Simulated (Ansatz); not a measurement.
**UHF/3-21G run of HS (SMILES [SH])**

What is the electronic atomisation energy of HS at UHF/3-21G? 

Program for the calculation: Ansatz 0.2.0.

10 further runs of the same task are left out: 10 set aside as unsound or not needed.

## 1. The system as given

HS: 2 atoms, total charge 0, spin state doublet. As SMILES, `[SH]`. The coordinates come from a GFN2-xTB relaxation.

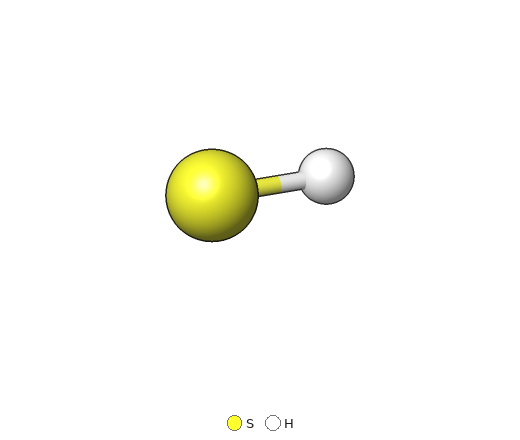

Viewed from a chosen angle; sulfur yellow, hydrogen white.

## 2. The energy at UHF/3-21G

in.yaml reads:

```yaml
crystal:
  periodic: [false, false, false]
  atoms:
    - {symbol: S, position_ang: [0.568010, -0.185670, 0.292090]}
    - {symbol: H, position_ang: [-0.568010, 0.185670, -0.292090]}
basis:
  gaussian:
    orbitals: 3-21G.json
output:
  orbitals: {seedname: orbitals}
magnetization:
  spin_polarized: true
  initial_magnetization: 1
hamiltonian:
  xc: hf
accuracy: high
```

The basis set 3-21G is read from a file made from the Basis Set Exchange's data (not shown).

Run with:

```bash
$ ansatz run in.yaml --threads 1 --pin off --max-ram 2610MiB --events-out events.jsonl --progress --plain --runs-dir runs
```

Standard output:

```text
Warning: RAYON_NUM_THREADS=1 ignored (pool sized by the plan → 1); use --threads N
Functional definition: HF
  name "HF"
  exchange = exact_x
  correlation = 0
269 factors; integrals over basis functions are off by at most 3.8e-9 eV
mean field evaluation 1: about -10778.6475 eV, gradient 5.7e0 eV
mean field evaluation 2: about -10778.6476 eV, gradient 5.7e0 eV
mean field evaluation 4: about -10778.9217 eV, gradient 2.8e-1 eV
mean field evaluation 8: about -10778.9226 eV, gradient 5.1e-7 eV
mean field evaluation 16: about -10778.9226 eV, gradient 1.3e-8 eV
mean field -10778.92259485 eV, -396.1180991447 hartree, gradient 1.3e-8 eV, S^2 0.752609; 0 other end points of the search recorded, 0 dependent functions left out
reference -10778.92259485 eV, -396.1180991447 hartree; 9, 8 occupied and 6, 7 virtual orbitals, 269 factors
Total energy: -10778.92259485 eV, -396.1180991447 hartree
```

It took 0.1 s on 1 thread of Intel Xeon Platinum 8375C at 2.90GHz (Ice Lake), shared host.

## 3. The H atom

in.yaml reads:

```yaml
crystal:
  periodic: [false, false, false]
  atoms:
    - {symbol: H, position_ang: [0.000000, 0.000000, 0.000000]}
basis:
  gaussian:
    orbitals: 3-21G.json
magnetization:
  spin_polarized: true
  initial_magnetization: 1
hamiltonian:
  xc: hf
accuracy: high
```

The basis set 3-21G is read from a file made from the Basis Set Exchange's data (not shown).

Run the same way, it converges to -0.49620 Eh (log not shown).

## 4. The S atom, same level

molecule.yaml reads:

```yaml
basis:
  gaussian: {orbitals: 3-21G.json}
crystal:
  periodic: [false, false, false]
  atoms:
    - {symbol: S, position_ang: [0.000000, 0.000000, 0.000000]}
magnetization: {spin_polarized: true, initial_magnetization: 2}
accuracy: high
hamiltonian: {xc: hf}
```

The basis set 3-21G is read from a file made from the Basis Set Exchange's data (not shown).

Run the same way, it converges to -395.55134 Eh (log not shown).

## 5. Results

At UHF/3-21G:

| quantity | value |
| --- | --- |
| molecule: total energy | -396.11810 Eh |
| molecule: HOMO energy (highest over α and β) | -10.30 eV |
| molecule: LUMO energy (lowest over α and β) | 0.03 eV |
| molecule: ⟨S²⟩ | 0.753 |
| H atom: total energy | -0.49620 Eh |
| H atom: ⟨S²⟩ | 0.750 |
| S atom: total energy | -395.55134 Eh |
| S atom: ⟨S²⟩ | 2.001 |
| electronic atomisation energy | 1.920 eV |

What this shows: Taking the molecule apart into free atoms costs 1.92 eV (185 kJ/mol), before zero-point energy and without spin-orbit coupling. Hartree–Fock lacks the correlation of the bonding pairs, which as a rule makes this value much too low; in minimal bases other errors can mask that. The basis has no polarisation functions, which makes bonds too weak.
